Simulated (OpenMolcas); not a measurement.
Excited-state calculation of CH$_{5}$NOSi (part 3 of 3)

CH$_{5}$NOSi, SMILES OC=N[SiH3]; CASPT2/ANO-S-VDZ (OpenMolcas 26.06). The geometry comes from this level: GFN2-xTB.

Geometry of the input (Å):
```
O  -1.1489  2.1285  0.2280
C  -0.6479  0.9273  0.4965
N  -0.0026  0.2711  -0.3499
Si 0.7482  -1.2790  -0.2926
H  -0.9264  2.3707  -0.6854
H  -0.8882  0.6396  1.5249
H  1.7502  -1.3502  0.7733
H  -0.2470  -2.3319  -0.0813
H  1.3626  -1.3761  -1.6135
```

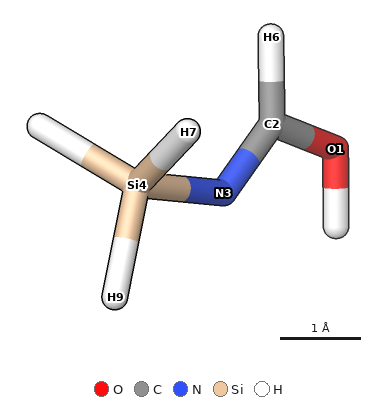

Fig. 1: The structure as given in the input (stick view, seen at a tilt; atoms are numbered from 1 in the order of the input).

**Log, continued**
```
-----------------------------------------------------------------------------------------------------------------------------
   1    -0.001162   -0.002628   -0.010139   -0.039778   -0.021027   -0.005840   -0.030155   -0.161511   -0.272239    0.006513
   2    -0.001192   -0.002668   -0.010280   -0.040062   -0.021148   -0.005876   -0.030216   -0.161655   -0.273098    0.000935
   3    -0.001192   -0.002669   -0.010283   -0.040077   -0.021155   -0.005877   -0.030219   -0.161655   -0.273128    0.000176
   4    -0.001192   -0.002669   -0.010281   -0.040071   -0.021153   -0.005877   -0.030217   -0.161651   -0.273111    0.000028
   5    -0.001192   -0.002669   -0.010281   -0.040071   -0.021153   -0.005877   -0.030217   -0.161651   -0.273111    0.000005
-----------------------------------------------------------------------------------------------------------------------------

  FINAL CASPT2 RESULT:

      Reference energy:        -458.9440797129
      E2 (Non-variational):      -0.2731113356
      Shift correction:          -0.0281316987
      E2 (Variational):          -0.3012430343
      Total energy:            -459.2453227471
      Residual norm:              0.0000007074
      Reference weight:           0.91427

      Contributions to the CASPT2 correlation energy
      Active & Virtual Only:         -0.0161575736
      One Inactive Excited:          -0.0714805071
      Two Inactive Excited:          -0.1854732549

++ Denominators, etc.
--------------------------------------------------------------------------------------------------------------
 Report on small energy denominators, large coefficients, and large energy contributions.
CASE  SYMM ACTIVE-MIX  NON-ACTIVE INDICES          DENOMINATOR     RHS VALUE       COEFFICIENT     CONTRIBUTION
BJAIP    1  Se1.040 In1.015 Se1.040 In1.015         2.62229672      0.10548288     -0.03626566     -0.00382541
--

   (Skipping property calculation,
    use PROP keyword to activate)
--

++ CASPT2 computation for group   2

********************************************************************************
 Multi-State initialization phase begins for group   2
--------------------------------------------------------------------------------
********************************************************************************
 Compute H0 matrices for state    2
--------------------------------------------------------------------------------
--------------------------------------------------------------------------------
 H0 matrices have been computed.

********************************************************************************
  CASPT2 EQUATION SOLUTION
--------------------------------------------------------------------------------

  Total nr of CASPT2 parameters:
   Before reduction:      176049
   After  reduction:      175125

 Variance of |WF0>:       0.8580862757

 The contributions to the second order correlation energy in atomic units.
-----------------------------------------------------------------------------------------------------------------------------
  IT.      VJTU        VJTI        ATVX        AIVX        VJAI        BVAT        BJAT        BJAI        TOTAL       RNORM
-----------------------------------------------------------------------------------------------------------------------------
   1    -0.003165   -0.001809   -0.010949   -0.030052   -0.024354   -0.007653   -0.035576   -0.161556   -0.275114    0.006984
   2    -0.003252   -0.001845   -0.011149   -0.030313   -0.024467   -0.007690   -0.035650   -0.161691   -0.276058    0.000982
   3    -0.003252   -0.001846   -0.011153   -0.030323   -0.024476   -0.007692   -0.035651   -0.161694   -0.276088    0.000183
   4    -0.003252   -0.001846   -0.011151   -0.030318   -0.024473   -0.007692   -0.035649   -0.161690   -0.276072    0.000031
   5    -0.003252   -0.001846   -0.011151   -0.030318   -0.024473   -0.007692   -0.035649   -0.161690   -0.276071    0.000005
-----------------------------------------------------------------------------------------------------------------------------

  FINAL CASPT2 RESULT:

      Reference energy:        -458.7511672958
      E2 (Non-variational):      -0.2760716985
      Shift correction:          -0.0302555247
      E2 (Variational):          -0.3063272232
      Total energy:            -459.0574945190
      Residual norm:              0.0000008304
      Reference weight:           0.90839

      Contributions to the CASPT2 correlation energy
      Active & Virtual Only:         -0.0188424280
      One Inactive Excited:          -0.0692194120
      Two Inactive Excited:          -0.1880098585

++ Denominators, etc.
--------------------------------------------------------------------------------------------------------------
 Report on small energy denominators, large coefficients, and large energy contributions.
CASE  SYMM ACTIVE-MIX  NON-ACTIVE INDICES          DENOMINATOR     RHS VALUE       COEFFICIENT     CONTRIBUTION
VJTU     1  Mu1.0001  In1.015                       0.26984701      0.00031007     -0.00022765     -0.00000007
VJTU     1  Mu1.0001  In1.016                       0.25262341      0.00070081     -0.00138369     -0.00000097
VJTU     1  Mu1.0001  In1.017                       0.21810924      0.00153100     -0.00386763     -0.00000592
ATVX     1  Mu1.0001  Se1.024                       0.05316286     -0.00025368      0.00077089     -0.00000020
ATVX     1  Mu1.0002  Se1.024                       0.29201405     -0.00025315      0.00049012     -0.00000012
ATVX     1  Mu1.0001  Se1.025                       0.08210769      0.00045099     -0.00131505     -0.00000059
ATVX     1  Mu1.0001  Se1.026                       0.09783058     -0.00215010      0.00570530     -0.00001227
ATVX     1  Mu1.0001  Se1.027                       0.12078017      0.00091635     -0.00201329     -0.00000184
ATVX     1  Mu1.0001  Se1.028                       0.15758092     -0.00465572      0.01018450     -0.00004742
ATVX     1  Mu1.0001  Se1.029                       0.20066319     -0.00004481      0.00007723     -0.00000000
ATVX     1  Mu1.0001  Se1.030                       0.23971099      0.00645080     -0.01160778     -0.00007488
ATVX     1  Mu1.0001  Se1.031                       0.29354079     -0.00481335      0.00836146     -0.00004025
BJAIP    1  Se1.040 In1.015 Se1.040 In1.015         2.60893813      0.10477537     -0.03616828     -0.00378955
--

   (Skipping property calculation,
    use PROP keyword to activate)
--

  Total CASPT2 energies:
::    CASPT2 Root  1     Total energy:   -459.24532275
::    CASPT2 Root  2     Total energy:   -459.05749452

++ Multi-State CASPT2 section:
********************************************************************************
  MULTI-STATE CASPT2 SECTION
--------------------------------------------------------------------------------

  Output diagonal energies have been shifted. Add    459.00000000000000

  Effective Hamiltonian matrix (Symmetric):

                1               2
   1      -918.24532275
   2        -0.00261401   -918.05749452

       Total MS-CASPT2 energies:
::    MS-CASPT2 Root  1     Total energy:   -459.24535912
::    MS-CASPT2 Root  2     Total energy:   -459.05745815

       Eigenvectors:
            0.99990321     -0.01391298
            0.01391298      0.99990321

--

  THE ORIGINAL CI ARRAYS ARE NOW MIXED AS LINEAR
  COMBINATIONS, GIVEN BY THE EIGENVECTORS.
  A NEW JOBIPH FILE NAMED 'JOBMIX' IS PREPARED.
********************************************************************************

++ Mixed CI coefficients:
  The CI coefficients for the MIXED state nr.   1
--------------------------------------------------------------------------------
 CI COEFFICIENTS LARGER THAN  5.00E-02
  Occupation of active orbitals, and spin coupling
  of open shells. (u,d: Spin up or down).
  SGUGA info is (Midvert:IsyUp:UpperWalk/LowerWalk)
        Conf  SGUGA info        Occupation    Coefficient         Weight
           1  ( 1:1:   1/   1)   222000         -0.956295       0.914500
           2  ( 2:1:   1/   1)   22ud00         -0.182360       0.033255
          10  ( 2:1:   3/   3)   u2200d          0.055255       0.003053
          11  ( 3:1:   1/   1)   220200          0.158763       0.025206
          31  ( 3:1:   3/   4)   202020          0.085445       0.007301
          46  ( 3:1:   6/   6)   022002          0.065813       0.004331

  The CI coefficients for the MIXED state nr.   2
--------------------------------------------------------------------------------
 CI COEFFICIENTS LARGER THAN  5.00E-02
  Occupation of active orbitals, and spin coupling
  of open shells. (u,d: Spin up or down).
  SGUGA info is (Midvert:IsyUp:UpperWalk/LowerWalk)
        Conf  SGUGA info        Occupation    Coefficient         Weight
           8  ( 2:1:   1/   3)   u22d00         -0.968831       0.938634
          23  ( 3:1:   1/   3)   u2d200          0.209223       0.043774
          44  ( 3:1:   4/   6)   022u0d         -0.057055       0.003255
         105  ( 5:1:   2/   7)   u02d20         -0.088070       0.007756

--

--- Stop Module: caspt2 /rc=_RC_ALL_IS_WELL_ ---
--- Module caspt2 spent 1 second ---

--- Start Module: rassi ---

                                               &RASSI

                       available to each process: 1.9 GB of memory, 1 thread

      ********************************************************************************
      *                             General data section                             *
      ********************************************************************************

   Specific data for JOBIPH file JOBMIX
   -------------------------------------

   Header from SEWARD:

   CASSCF title (first line only):
       (No title given)

  STATE IRREP:                1
  SPIN MULTIPLICITY:          1
  ACTIVE ELECTRONS:           6
  MAX RAS1 HOLES:             0
  MAX RAS3 ELECTRONS:         0
  NR OF CONFIG:             175
 ###############################################################################
 ###    WARNING: EJOB used when HEFF is available, possible                  ###
 ###    extra interaction between states is ignored!                         ###
 ###############################################################################

   The following data are common to all the states:
   ------------------------------------------------
   (note: frozen counts as inactive, deleted as secondary)

      Nr of irreps: 1

                 Total     No./Irrep
      Irrep                  1
                             a

      INACTIVE      17      17
      ACTIVE         6       6
      SECONDARY     27      27
      BASIS         50      50

      RAS1           0       0
      RAS2           6       6
      RAS3           0       0

        MATRIX ELEMENTS WILL BE COMPUTED FOR THE FOLLOWING ONE-ELECTRON OPERATORS, UNLESS ZERO BY SYMMETRY.
   (Herm=Hermitian, Anti=Antihermitian, Sing=Singlet operator, Trip=Triplet operator)
     MLTPL  0   1 (HERMSING)     MLTPL  1   1 (HERMSING)     MLTPL  1   2 (HERMSING)
     MLTPL  1   3 (HERMSING)     MLTPL  2   1 (HERMSING)     MLTPL  2   2 (HERMSING)
     MLTPL  2   3 (HERMSING)     MLTPL  2   4 (HERMSING)     MLTPL  2   5 (HERMSING)
     MLTPL  2   6 (HERMSING)     VELOCITY   1 (ANTISING)     VELOCITY   2 (ANTISING)
     VELOCITY   3 (ANTISING)     ANGMOM     1 (ANTISING)     ANGMOM     2 (ANTISING)
     ANGMOM     3 (ANTISING)     MLTPV  2   1 (ANTISING)     MLTPV  2   2 (ANTISING)
     MLTPV  2   3 (ANTISING)     MLTPV  2   4 (ANTISING)     MLTPV  2   5 (ANTISING)
     MLTPV  2   6 (ANTISING)

       EIGENSTATES OF A SPIN-FREE HAMILTONIAN WILL BE COMPUTED BASED ON:

  a Hamiltonian matrix assumed to be diagonal with energies read from the wavefunction file(s).

  Nr of states:                    2

   State:        1   2
  JobIph:        1   1
 Root nr:        1   2

  HAMILTONIAN MATRIX FOR THE ORIGINAL STATES:

  Diagonal, with energies
   -459.24535912   -459.05745815

      OVERLAP MATRIX FOR THE ORIGINAL STATES:

  Diagonal, with elements
      1.00000000      1.00000000

::    RASSI State    1     Total energy:    -459.24535911929263
::    RASSI State    2     Total energy:    -459.05745814683780

      ****************************************************************************************************
      *                                         Spin-free section                                        *
      *                 Note: index according to input order, order according to energy.                 *
      ****************************************************************************************************

  SPIN-FREE ENERGIES:
  (Shifted by EMIN (a.u.) =       -459.2453591193)

 SF State       Relative EMIN(au)   Rel lowest level(eV)    D:o, cm**(-1)

     1             0.0000000000        0.0000000000              0.0000
     2             0.1879009725        5.1130459375          41239.4967

++ Dipole transition strengths (spin-free states):
   -----------------------------------------------
     for osc. strength at least  1.00000000E-05

      From   To        Osc. strength     Einstein coefficients Ax, Ay, Az (sec-1)    Total A (sec-1)
     -----------------------------------------------------------------------------------------------
         1    2       1.06715090E-03  4.15426946E+05  7.94634868E+05  5.21746438E+02  1.21058356E+06
     -----------------------------------------------------------------------------------------------
--

++ Velocity transition strengths (spin-free states):
   -------------------------------------------------
     for osc. strength at least  1.00000000E-05

      From   To        Osc. strength     Einstein coefficients Ax, Ay, Az (sec-1)    Total A (sec-1)
     -----------------------------------------------------------------------------------------------
         1    2       1.42454136E-02  9.76556018E+06  5.46199958E+06  9.32538647E+05  1.61600984E+07
     -----------------------------------------------------------------------------------------------
--

++ Length and velocity gauge comparison (spin-free states):
   --------------------------------------------------------

 --------------------------------------------------
 A comparison between the dipole oscillator strengths in
 length and velocity gauge will be performed

     All dipole oscillator differences above the tolerance of   1.00000000E-01  will be printed

 Due to basis set deficiency these oscillator may be problematic

 The tolerance is defined as ABS(1-O_l/O_v)
 O_l : dipole oscillator strength in length gauge
 O_p : dipole oscillator strength in velocity gauge
 --------------------------------------------------

  Problematic transitions have been found

      From   To       Difference (%) Osc. st. (len.) Osc. st. (vel.)
     ---------------------------------------------------------------
         1    2            92.508811  1.06715090E-03  1.42454136E-02
     ---------------------------------------------------------------

 Number of problematic transitions =                     1

--

 Electric-dipole - electric-octupole not included
 Electric-dipole - magnetic-quadrupole not included

      ****************************************************************************************************
      *                                    Special properties section                                    *
      ****************************************************************************************************

--- Stop Module: rassi /rc=_RC_ALL_IS_WELL_ ---

.##################.
.# Happy landing! #.
.##################.

    Timing: Wall=5.39 User=4.49 System=0.81
```

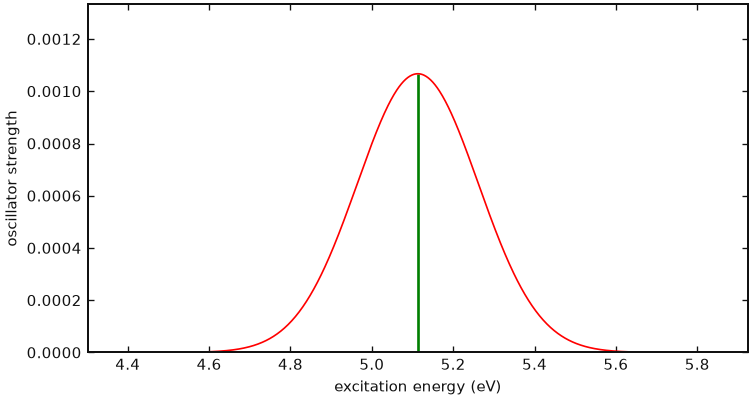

Fig. 2: Computed excitations as sticks (degenerate states added up, dark ones marked on the axis), with a Gaussian envelope of 0.35 eV full width at half maximum, scaled to the tallest. Of the 1 states the lowest lies at 5.11 eV (f = 0.001); the strongest line is at 5.11 eV, or 242 nm (f = 0.001).

**Summary**

- outcome: converged
- total energy: −459.245359 hartree
- CASSCF energy: −458.944080 hartree
- basis functions: 50
- lowest singlet excitation: 5.11 eV
- wall time: 5.7 s
- peak memory: 0.38 GiB
